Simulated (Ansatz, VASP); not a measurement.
**MoS2: VASP beside Ansatz**

Aim: how closely do two programs agree when they are given the same cell, functional and k mesh? The cell comes out of the VASP series on this material, whose earlier steps may have relaxed, scaled or displaced it; both programs get it as it stands.

Program: Ansatz 0.2.0. Level of theory: plane waves, with VASP 6.6.1 beside it; band structure at PBE and dielectric response at PBE. Results are calculated unless marked as measured.

**1. Set-up**

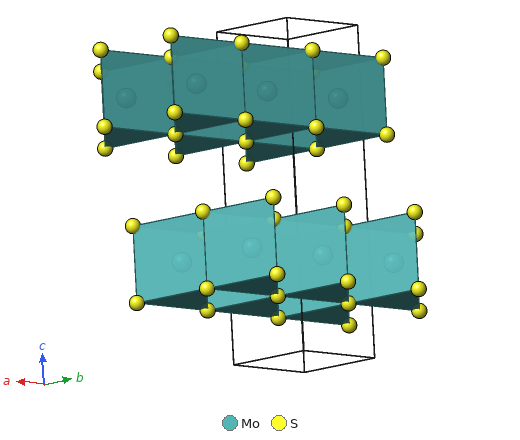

The starting structure, seen from a free direction (molybdenum teal, sulfur yellow). 3×2×1 cells are drawn. Some periodic images of atoms are drawn too.

Structure file:

```cif
data_structure
_symmetry_space_group_name_H-M 'P6_3/mmc'
_symmetry_Int_Tables_number 194
_cell_length_a 3.1830
_cell_length_b 3.1830
_cell_length_c 13.5253
_cell_angle_alpha 90.000
_cell_angle_beta 90.000
_cell_angle_gamma 120.000
_cell_volume 118.67
loop_
_atom_site_label
_atom_site_type_symbol
_atom_site_symmetry_multiplicity
_atom_site_Wyckoff_symbol
_atom_site_fract_x
_atom_site_fract_y
_atom_site_fract_z
_atom_site_occupancy
Mo1 Mo 2 c 0.33333 0.66667 0.25000 1
S1 S 4 f 0.33333 0.66667 0.63451 1
```

**2. Ansatz: band structure, PBE**

Ansatz runs on its default PAW (the set named soft_2) files.

The same path points are solved in both programs, so levels can be compared one by one.

input.yaml reads:

```yaml
crystal:
  lattice:
    - [3.1830027894, 0.0, 0.0]
    - [-1.5915013947, 2.7565612759, 0.0]
    - [0.0, 0.0, 13.5252523405]
  atoms:
    - { symbol: Mo, position: [0.3333333333, 0.6666666667, 0.25] }
    - { symbol: Mo, position: [0.6666666667, 0.3333333333, 0.75] }
    - { symbol: S, position: [0.3333333333, 0.6666666667, 0.6345095549] }
    - { symbol: S, position: [0.6666666667, 0.3333333333, 0.1345095549] }
    - { symbol: S, position: [0.3333333333, 0.6666666667, 0.8654904451] }
    - { symbol: S, position: [0.6666666667, 0.3333333333, 0.3654904451] }
hamiltonian:
  xc: pbe
  pseudopotentials: { kind: paw }
kpoints:
  mp_grid: { grid: [7, 7, 2] }
  band_path:
    path:
      - [0.0, 0.0, 0.0]
      - [0.13333, 0.0, 0.0]
      - [0.3, 0.0, 0.0]
      - [0.46667, 0.0, 0.0]
      - [0.46667, 0.06667, 0.0]
      - [0.41111, 0.17778, 0.0]
      - [0.35556, 0.28889, 0.0]
      - [0.33333, 0.33333, 0.0]
      - [0.28889, 0.28889, 0.0]
      - [0.17778, 0.17778, 0.0]
      - [0.06667, 0.06667, 0.0]
      - [0.0, 0.0, 0.03333]
      - [0.0, 0.0, 0.2]
      - [0.0, 0.0, 0.36667]
      - [0.0, 0.0, 0.5]
      - [0.16667, 0.0, 0.5]
      - [0.3, 0.0, 0.5]
      - [0.46667, 0.0, 0.5]
      - [0.46667, 0.06667, 0.5]
      - [0.41111, 0.17778, 0.5]
      - [0.35556, 0.28889, 0.5]
      - [0.28889, 0.28889, 0.5]
      - [0.17778, 0.17778, 0.5]
      - [0.06667, 0.06667, 0.5]
      - [0.5, 0.0, 0.46667]
      - [0.5, 0.0, 0.3]
      - [0.5, 0.0, 0.13333]
      - [0.33333, 0.33333, 0.0]
      - [0.33333, 0.33333, 0.16667]
      - [0.33333, 0.33333, 0.33333]
      - [0.33333, 0.33333, 0.5]
    npoints: 1
scf:
  occupations: { method: gaussian, width: 0.05 }
  n_extra_bands: 9
output:
  forces: true
  stress: true
  eigenvalues: true
```

Run with:

```console
ansatz run input.yaml --threads 4 --pin off --max-ram 9216MiB --backend cpu --events-out ev --progress --plain --runs-dir out
```

Numbers of over 12 decimals in the logs are rounded to 6 here.

Log:

```text
scf.n_extra_bands = 9 over 26 filled bands (N_el = 52.0): the run solves 35 bands
Engine: ansatz 0.2.0, aarch64-unknown-linux-gnu
Pseudopotentials: kind: paw
Pseudopotential: Mo, paw, valence charge 14, recommended cutoff 420 eV (normal), Mo.paw.azcp
Pseudopotential: S, paw, valence charge 6, recommended cutoff 420 eV (normal), S.paw.azcp
Functional definition: PBE
  parameter kappa = 0.804
  parameter beta = 0.066725
  exchange = pbe_x(kappa = kappa, mu = beta*pi^2/3)
  correlation = pbe_c(beta = beta)
Crystal: 6 atoms, lattice volume = 118.672 Å³
Basis set: ecut = 420 eV, 2361 PW (Γ), exchange–correlation on 48×48×192 points (8 copies of the dense FFT grid, shifted against one another)
Bands: 35, of which v1, the nominal top of the filled ones, is band 26 counted from 1 (25 counted from 0)
Symmetry: 24 space group operations
Space group: P63/mmc (ITA 194), of the structure as read, at distance tolerance 4.9e-5 Å
k-points: 16 of 98
Non-local potential: Mo, projectors of the file, l = 0: 3, l = 1: 2, l = 2: 2, l = 3: 1
Non-local potential: S, projectors of the file, l = 0: 2, l = 1: 2, l = 2: 2
PAW form: soft (Blöchl's): semilocal exchange-correlation on the pseudo side does not see the compensation charge
PAW one-centre angular grid: Mo, 590 points (default); XC on 64 Gauss nodes
PAW one-centre angular grid: S, 110 points (default); XC on 64 Gauss nodes
Initial density: superposition of atomic densities (neutral atoms: chi_scale 0, normalization atom), corrected by the library's trained network
Initial wavefunctions: pseudopotential atomic-orbital guess
Functional: x = pbe(κ = 0.804, μ = 0.219515), c = pbe(β = 0.066725)
SCF iter   1: F=—  HF=-13525.618122 eV  |F-HF|=—  |Δ(HF+E_count)|=         —  Δρ=5.23e-3  dr2=1.42e-2  ethr=1.77e-3  ⟨swp⟩=7.4  Hψ=2557  notcnv=0
preconditioner: auto → Resta (q_TF=auto, 2.378 Å⁻¹)  ε∞=6.8  [insulator: Δε(μ)=1.380 eV  Ē_g=8.500 eV  σ=0.050 eV  W_gap=1.00  n_scr=28 (ndim 8)  ℏωp=20.5 eV  f_vac=0.103  D(μ)=0.00/eV (n_scr^D=0)  ε∞_Penn≈6.8]
SCF iter   2: F=—  HF=-13525.626326 eV  |F-HF|=—  |Δ(HF+E_count)|=   8.20e-3  Δρ=2.97e-3  dr2=3.22e-3  ethr=2.73e-5  ⟨swp⟩=2.0  Hψ=1005  notcnv=0  defer=14
SCF iter   3: F=—  HF=-13525.630795 eV  |F-HF|=—  |Δ(HF+E_count)|=   4.47e-3  Δρ=1.21e-3  dr2=1.40e-3  ethr=6.19e-6  ⟨swp⟩=2.0  Hψ=768  notcnv=0  defer=14
SCF iter   4: F=—  HF=-13525.631632 eV  |F-HF|=—  |Δ(HF+E_count)|=   8.36e-4  Δρ=1.52e-4  dr2=3.86e-5  ethr=2.69e-6  ⟨swp⟩=2.0  Hψ=764  notcnv=0  defer=14
SCF iter   5: F=—  HF=-13525.631815 eV  |F-HF|=—  |Δ(HF+E_count)|=   1.83e-4  Δρ=6.18e-5  dr2=1.64e-5  ethr=7.41e-8  ⟨swp⟩=2.0  Hψ=832  notcnv=0  defer=14
SCF iter   6: F=—  HF=-13525.631814 eV  |F-HF|=—  |Δ(HF+E_count)|=   2.71e-7  Δρ=3.21e-5  dr2=3.74e-6  ethr=3.16e-8  ⟨swp⟩=2.2  Hψ=684  notcnv=0  defer=14
SCF iter   7: F=-13525.631815 eV  HF=-13525.631815 eV  |F-HF|=3.38e-8  |Δ(HF+E_count)|=   4.71e-7  Δρ=6.16e-6  dr2=7.54e-8  ethr=1.92e-10  ⟨swp⟩=9.5  Hψ=2847  notcnv=0
SCF 1 converged in 7 iterations: F = -13525.631815 eV  dr2 = 7.54e-8
  greatest PAW one-centre occupation: 0.998 electrons in one spin orbital (limit 2), on the Mo atom at site 1 (counted from 0), in its partial waves of l = 0
NSCF: frozen V_eff on 31 k-points
SCF converged after 7 iterations
Free energy (F): -13525.631815 eV
Harris-Foulkes:  -13525.631815 eV  (|F-HF|=3.38e-8)
Internal energy: -13525.631815 eV  (E = F + TS)
E sigma→0 (E₀):  -13525.631815 eV
Fermi energy:    9.746677 eV
--- Per-component energies (eV) ---
  E_band       = -392.909993
  E_kinetic    = 1310.222200
  E_local      = -4802.117269  (includes V_loc(G=0)·N_el)
  E_nonlocal   = 398.173596
  E_hartree    = 1908.189724
  E_xc         = -756.303063
  E_vxc        = -809.017295  (∫ρ·V_xc dr)
  E_paw        = -8802.961933  (= ΣΔE_a)
  E_vpaw       = -306.562149  (= ΣTr[D̂ρ^β])
  E_aug_tail   = 0.000086  (compensation charges beyond the density's cutoff)
  E_ewald      = -2780.835156
  E_smearing   = -0.000000  (= −TS)
  E_closure    = -0.000000  (closes the sum)
  Σ components = -13525.631815   (vs F -13525.631815, Δ=0.00e0)
--- Forces (eV/Å), atoms counted from 1 ---
  atom   1  Mo     0.00000000     0.00000000    -0.00000000
  atom   2  Mo     0.00000000    -0.00000000     0.00000000
  atom   3  S     -0.00000000    -0.00000000    -0.00691383
  atom   4  S      0.00000000     0.00000000    -0.00691383
  atom   5  S     -0.00000000    -0.00000000     0.00691383
  atom   6  S      0.00000000     0.00000000     0.00691383
  max |Σ_I F_I| component: 4.63e-18 eV/Å
--- Stress (GPa, compression-positive) ---
        0.294612       0.000000      -0.000000
        0.000000       0.294612       0.000000
       -0.000000       0.000000       0.457116
  P = ⅓ Tr σ = 0.3488 GPa (3.488 kbar)
--- Band table (eV; the first three rows and the last of 16) ---
  k-point 0: bands = [... 22 lower, 7.1634, 7.5419, 8.3515, 9.0559, 11.4172, 11.4172, 11.4249, 11.4249, ... 5 higher]
  k-point 1: bands = [... 22 lower, 7.1582, 7.1582, 8.8141, 8.8141, 11.4205, 11.4205, 11.4205, 11.4205, ... 5 higher]
  k-point 2: bands = [... 22 lower, 7.3767, 7.9366, 8.2832, 8.6672, 10.9495, 11.1680, 11.2813, 11.3060, ... 5 higher]
  k-point 15: bands = [... 22 lower, 6.7284, 6.7284, 8.4226, 8.4226, 10.5768, 10.5768, 11.7158, 11.7158, ... 5 higher]
```

It took 2.6 s on 4 threads of Arm Neoverse V1, shared host; peak memory 0.44 GiB; 8 s of CPU time.

**3. VASP: band structure, PBE**

The same cell, functional, mesh and smearing now go to VASP, with its own data sets and cutoff.

Lines of VASP's logs that name or quote its potential files are left out, and so is its time.

INCAR reads:

```
SYSTEM = MoS2
PREC = Accurate
ENCUT = 400
EDIFF = 1E-06
NELM = 100
ISMEAR = 0
SIGMA = 0.05
LREAL = .FALSE.
ALGO = Normal
GGA = PE
NBANDS = 42
LORBIT = 11
LWAVE = .FALSE.
LCHARG = .FALSE.
KPAR = 4
```

POSCAR reads:

```
MoS2
1.0
    3.1830027894      0.0000000000      0.0000000000
   -1.5915013947      2.7565612759      0.0000000000
    0.0000000000      0.0000000000     13.5252523405
Mo S
2 4
Direct
    0.3333333333      0.6666666667      0.2500000000
    0.6666666667      0.3333333333      0.7500000000
    0.3333333333      0.6666666667      0.6345095549
    0.6666666667      0.3333333333      0.1345095549
    0.3333333333      0.6666666667      0.8654904451
    0.6666666667      0.3333333333      0.3654904451
```

KPOINTS reads:

```
Automatic mesh
0
Gamma
7 7 2
0 0 0
```

KPOINTS_OPT reads:

```
Line mode
16
Line-mode
Reciprocal
  0.00000000   0.00000000   0.00000000 GAMMA
  0.50000000   0.00000000   0.00000000 M

  0.50000000   0.00000000   0.00000000 M
  0.33333333   0.33333333   0.00000000 K

  0.33333333   0.33333333   0.00000000 K
  0.00000000   0.00000000   0.00000000 GAMMA

  0.00000000   0.00000000   0.00000000 GAMMA
  0.00000000   0.00000000   0.50000000 A

  0.00000000   0.00000000   0.50000000 A
  0.50000000   0.00000000   0.50000000 L

  0.50000000   0.00000000   0.50000000 L
  0.33333333   0.33333333   0.50000000 H

  0.33333333   0.33333333   0.50000000 H
  0.00000000   0.00000000   0.50000000 A

  0.50000000   0.00000000   0.50000000 L
  0.50000000   0.00000000   0.00000000 M

  0.33333333   0.33333333   0.00000000 K
  0.33333333   0.33333333   0.50000000 H
```

Potentials, in the order of the species: Mo_sv and S (PBE family, release 64).

Run with:

```console
mpirun -np 4 vasp_std
```

Log:

```text
[banner, memory and clock lines left out]
running    4 mpi-ranks, on    1 nodes
 distrk:  each k-point on    1 cores,    4 groups
 distr:  one band on    1 cores,    1 groups

 POSCAR found type information on POSCAR MoS
 POSCAR found :  2 types and       6 ions
 LDA part: xc-table for (Slater+PW92), standard interpolation
 POSCAR, INCAR and KPOINTS ok, starting setup
 FFT: planning ... GRIDC
 FFT: planning ... GRID_SOFT
 FFT: planning ... GRID
 WAVECAR not read
 entering main loop
       N       E                     dE             d eps       ncg     rms          rms(c)
DAV:   1     0.363233396700E+03    0.36323E+03   -0.25264E+04  1488   0.950E+02
DAV:   2    -0.296482844569E+02   -0.39288E+03   -0.37505E+03  1628   0.285E+02
DAV:   3    -0.464516282307E+02   -0.16803E+02   -0.16564E+02  1654   0.558E+01
DAV:   4    -0.467201536306E+02   -0.26853E+00   -0.26817E+00  1648   0.731E+00
DAV:   5    -0.467255826405E+02   -0.54290E-02   -0.54277E-02  1638   0.102E+00    0.333E+01
DAV:   6    -0.445077251061E+02    0.22179E+01   -0.96792E+00  1450   0.189E+01    0.120E+01
DAV:   7    -0.440719003008E+02    0.43582E+00   -0.40247E+00  1382   0.124E+01    0.811E+00
DAV:   8    -0.436872946432E+02    0.38461E+00   -0.63261E-01  1444   0.529E+00    0.237E+00
DAV:   9    -0.436914163892E+02   -0.41217E-02   -0.77427E-02  1588   0.113E+00    0.112E+00
DAV:  10    -0.436866671825E+02    0.47492E-02   -0.16312E-02  1484   0.775E-01    0.242E-01
DAV:  11    -0.436868468866E+02   -0.17970E-03   -0.11839E-03  1550   0.154E-01    0.106E-01
DAV:  12    -0.436867795111E+02    0.67376E-04   -0.18401E-04  1534   0.655E-02    0.487E-02
DAV:  13    -0.436868076374E+02   -0.28126E-04   -0.14601E-04  1374   0.513E-02    0.278E-02
DAV:  14    -0.436868112053E+02   -0.35679E-05   -0.12388E-05  1446   0.166E-02    0.517E-03
DAV:  15    -0.436868123913E+02   -0.11860E-05   -0.13572E-06  1168   0.515E-03    0.337E-03
DAV:  16    -0.436868125632E+02   -0.17195E-06   -0.33640E-07  1044   0.242E-03
   1 F= -.43686813E+02 E0= -.43686813E+02  d E =-.146076E-10
 Start KPOINTS_OPT (optional k-point list driver)
k-point batch [1-16\144]
       N       E                     dE             ncg
DAV:   1    -0.210493285268E+04   -0.14765E+05     1480
DAV:   2    -0.850207149780E+04   -0.63971E+04     1638
DAV:   3    -0.876984366876E+04   -0.26777E+03     1632
DAV:   4    -0.877442910926E+04   -0.45854E+01     1616
DAV:   5    -0.877452268952E+04   -0.93580E-01     1606
DAV:   6    -0.877452552258E+04   -0.28331E-02     1680
DAV:   7    -0.877452561980E+04   -0.97219E-04     1632
DAV:   8    -0.877452562356E+04   -0.37589E-05     1272
DAV:   9    -0.877452562378E+04   -0.22683E-06     1080
[...]
k-point batch [129-144\144]
       N       E                     dE             ncg
DAV:   1    -0.270336088406E+04   -0.32970E+05     1528
DAV:   2    -0.868841865662E+04   -0.59851E+04     1586
DAV:   3    -0.893373778571E+04   -0.24532E+03     1668
DAV:   4    -0.893720074439E+04   -0.34630E+01     1568
DAV:   5    -0.893726781172E+04   -0.67067E-01     1712
DAV:   6    -0.893726940199E+04   -0.15903E-02     1552
DAV:   7    -0.893726945069E+04   -0.48698E-04     1736
DAV:   8    -0.893726945205E+04   -0.13599E-05     1056
DAV:   9    -0.893726945224E+04   -0.19303E-06     1048
```

From OUTCAR (step 3):

```text
ion  position               nearest neighbor table
   1  0.333  0.667  0.250-   4 2.41   6 2.41   4 2.41   6 2.41   4 2.41   6 2.41
   2  0.667  0.333  0.750-   3 2.41   5 2.41   3 2.41   5 2.41   3 2.41   5 2.41
   3  0.333  0.667  0.635-   2 2.41   2 2.41   2 2.41
   4  0.667  0.333  0.135-   1 2.41   1 2.41   1 2.41
   5  0.333  0.667  0.865-   2 2.41   2 2.41   2 2.41
   6  0.667  0.333  0.365-   1 2.41   1 2.41   1 2.41

  LATTYP: Found a hexagonal cell.
 ALAT       =     3.1830027894
 C/A-ratio  =     4.2492115890

 Subroutine GETGRP returns: Found 24 space group operations
 (whereof 12 operations were pure point group operations)

The static configuration has the point symmetry D_3d.
 The point group associated with its full space group is D_6h.

 Found     16 irreducible k-points:

   k-points           NKPTS =     16   k-points in BZ     NKDIM =     16   number of bands    NBANDS=     42

   dimension x,y,z NGX =    24 NGY =   24 NGZ =   90
   dimension x,y,z NGXF=    48 NGYF=   48 NGZF=  180

   ENCUT  =  400.0 eV  29.40 Ry    5.42 a.u.   5.19  5.19 22.06*2*pi/ulx,y,z

   NELECT =      52.0000    total number of electrons

 k-points in reciprocal lattice and weights: Automatic mesh
   0.00000000  0.00000000  0.00000000       0.010
   0.14285714 -0.00000000  0.00000000       0.061
   0.28571429 -0.00000000  0.00000000       0.061
   0.42857143 -0.00000000  0.00000000       0.061
   0.14285714  0.14285714  0.00000000       0.061
   0.28571429  0.14285714  0.00000000       0.122
   0.42857143  0.14285714  0.00000000       0.061
   0.28571429  0.28571429  0.00000000       0.061
   0.00000000  0.00000000  0.50000000       0.010
[...]
0.42857143  0.14285714  0.50000000       0.061
   0.28571429  0.28571429  0.50000000       0.061

 average (electrostatic) potential at core
       1 -76.0197       2 -76.0197       3 -85.6897       4 -85.6897       5 -85.6897
       6 -85.6897

 E-fermi :   6.1858

 k-point     1 :       0.0000    0.0000    0.0000
  band No.  band energies     occupation
    ...
     22       4.0938      2.00000
     23       4.0938      2.00000
     24       4.4667      2.00000
     25       5.2790      2.00000
     26       5.9809      2.00000
     27       8.3455      0.00000
     28       8.3455      0.00000
     29       8.3535      0.00000
     30       8.3535      0.00000
     31       8.5744      0.00000
    ...

 k-point     2 :       0.1429   -0.0000    0.0000
  band No.  band energies     occupation
    ...
     22       3.6701      2.00000
     23       4.3032      2.00000
     24       4.8590      2.00000
     25       5.2105      2.00000
     26       5.5917      2.00000
     27       7.8781      0.00000
     28       8.1000      0.00000
     29       8.2112      0.00000
     30       8.2406      0.00000
     31       8.2666      0.00000
    ...

 k-point     3 :       0.2857   -0.0000    0.0000
  band No.  band energies     occupation
    ...
     22       3.9828      2.00000
     23       4.0048      2.00000
     24       4.3207      2.00000
     25       4.6729      2.00000
     26       4.7544      2.00000
     27       7.5801      0.00000
     28       7.8383      0.00000
     29       7.8945      0.00000
     30       8.1089      0.00000
     31       8.5311      0.00000
    ...

  Total       -0.0384164     -0.0384164      0.0422533      0.0000000     -0.0000000     -0.0000000
  in kB       -0.5186533     -0.5186533      0.5704546      0.0000000     -0.0000000     -0.0000000
  external PRESSURE =      -0.1556173 kB  Pullay stress =       0.0000000 kB

  energy-cutoff  :      400.00
  volume of cell :      118.67
      direct lattice vectors                 reciprocal lattice vectors
     3.183002789  0.000000000  0.000000000     0.314168748  0.181385411  0.000000000
    -1.591501395  2.756561276  0.000000000     0.000000000  0.362770822  0.000000000
     0.000000000  0.000000000 13.525252340     0.000000000  0.000000000  0.073935774

 POSITION                                       TOTAL-FORCE (eV/Angst)
 -----------------------------------------------------------------------------------
     -0.00000      1.83771      3.38131         0.000000      0.000000      0.000000
      1.59150      0.91885     10.14394        -0.000000     -0.000000      0.000000
     -0.00000      1.83771      8.58190         0.000000     -0.000000      0.002946
      1.59150      0.91885      1.81928        -0.000000      0.000000      0.002946
     -0.00000      1.83771     11.70598         0.000000     -0.000000     -0.002946
      1.59150      0.91885      4.94335        -0.000000     -0.000000     -0.002946
 -----------------------------------------------------------------------------------
    total drift:                               -0.000000      0.000000     -0.000000

  FREE ENERGIE OF THE ION-ELECTRON SYSTEM (eV)
  ---------------------------------------------------
  free  energy   TOTEN  =       -43.6868125632 eV

  energy  without entropy=      -43.6868125632  energy(sigma->0) =      -43.68681256

 total charge
# of ion       s       p       d       tot
------------------------------------------
    1        2.289   6.218   3.930  12.437
    2        2.289   6.218   3.930  12.437
    3        1.364   2.336   0.000   3.700
    4        1.364   2.336   0.000   3.700
    5        1.364   2.336   0.000   3.700
    6        1.364   2.336   0.000   3.700
--------------------------------------------------
tot         10.032  21.779   7.860  39.672

[... 3 further parts left out ...]
```

The run ends at a pressure of -0.02 GPa, with forces up to 0.0029 eV/Å.

**4. Differences**

Known differences besides the PAW data sets themselves: the cutoff is 420 eV in Ansatz and 400 eV in VASP; VASP leaves aspherical gradient terms in its spheres out (LASPH is not set), Ansatz keeps them. Total energies have different zeros and are not compared.

The two programs side by side:

```tsv
quantity	Ansatz	VASP	difference
pressure (GPa)	0.35	-0.02	+0.36
gap over the path points (eV)	1.268	1.280	-0.011
```

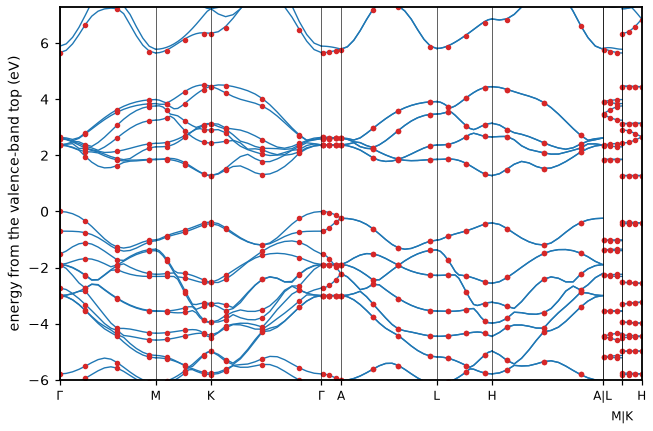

Bands from VASP (lines) and levels from Ansatz (dots). Dots without a line are higher empty bands that the VASP plot leaves out.

Levels at points of the path, from each program's valence-band top (eV; 4 filled, then empty):

```tsv
k (reciprocal lattice)	Ansatz	VASP
0.000 0.000 0.000	-1.89 -1.51 -0.70 0.00 2.36 2.36 2.37	-1.89 -1.51 -0.70 0.00 2.37 2.37 2.37
0.133 0.000 0.000	-1.68 -1.11 -0.76 -0.34 1.96 2.12 2.24	-1.68 -1.12 -0.76 -0.34 1.96 2.13 2.25
0.300 0.000 0.000	-1.91 -1.72 -1.36 -1.27 1.63 1.83 1.88	-1.90 -1.73 -1.36 -1.27 1.64 1.83 1.89
0.467 0.000 0.000	-1.41 -1.36 -1.09 -1.03 1.83 1.85 2.25	-1.41 -1.36 -1.09 -1.02 1.84 1.86 2.27
0.467 0.067 0.000	-1.75 -1.70 -0.92 -0.87 1.84 1.87 2.31	-1.75 -1.70 -0.91 -0.86 1.85 1.88 2.32
0.411 0.178 0.000	-2.36 -2.21 -0.73 -0.66 1.67 1.72 2.64	-2.37 -2.21 -0.72 -0.66 1.68 1.73 2.65
0.356 0.289 0.000	-2.53 -2.43 -0.49 -0.43 1.32 1.33 2.46	-2.54 -2.44 -0.48 -0.42 1.33 1.34 2.47
0.333 0.333 0.000	-2.52 -2.52 -0.44 -0.38 1.27 1.27 2.43	-2.53 -2.53 -0.44 -0.38 1.28 1.28 2.44
0.289 0.289 0.000	-2.41 -2.27 -0.64 -0.58 1.46 1.52 2.50	-2.42 -2.28 -0.63 -0.57 1.47 1.53 2.50
0.178 0.178 0.000	-1.56 -1.41 -1.20 -1.20 1.31 1.77 2.03	-1.56 -1.41 -1.20 -1.19 1.31 1.77 2.04
```

At this near-relaxed geometry the largest component of a force difference is 10 meV/Å. Among the levels compared (up to four filled and three empty ones at each point), filled levels agree within 11 meV and empty ones within 11 meV.

(Part 1 of 2 ends here.)

[Lines on the potential files, build, host, timing and source positions are cut from VASP's logs without a mark.]

[Logs are printed without paths, hosts, clocks, repeated set-up lines and the standing remarks that a program may print on its own settings, such as how far it seeks lower states.]

[Hosts, paths, dates, database ids (printed as entryN), source tags and the programs' standing remarks are cut or masked in the printed files.]
